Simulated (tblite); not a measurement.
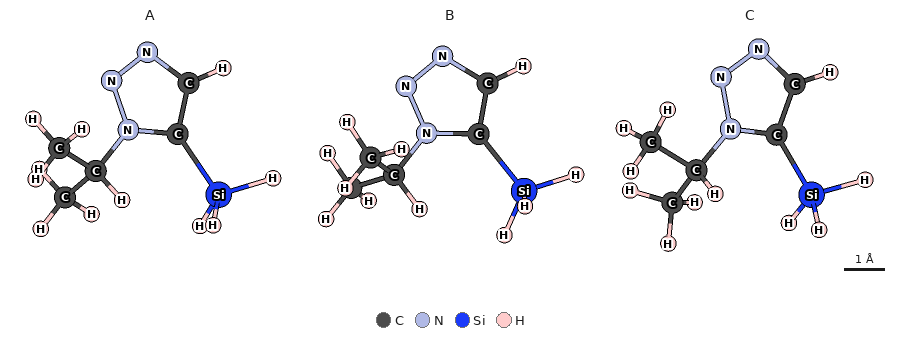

3 geometries from one relaxation of C₅H₁₁N₃Si, in shuffled order. A ball-and-stick model, seen from a free direction.

Level of theory: GFN2-xTB geometry optimisation, gas phase (tblite 0.8.0). 

Q: Put them in the order of the run, from the start to the converged end.

A: C, A, B. They are steps 0, 116, 162, at +15.9 kcal/mol, +0.43 kcal/mol relative to the last. The atom that moves furthest after the best rigid fit is an H atom (1.40 Å). Largest moves by element: H 1.40 Å, N 0.86 Å, C 0.71 Å, Si 0.67 Å. Some distances before and after: C–H 1.139 → 1.087 Å, C–Si 1.821 → 1.867 Å, C–H 1.117 → 1.086 Å, H–Si 1.481 → 1.458 Å. Among the angles between lasting bonds that change: C–C–Si 124.6° → 131.0°, H–Si–H 105.3° → 111.1°, C–C–C 105.6° → 111.5°. Groups turn about C–N by about 55°, C–C by about 45°. After 162 geometry steps the energy has fallen by 15.9 kcal/mol.
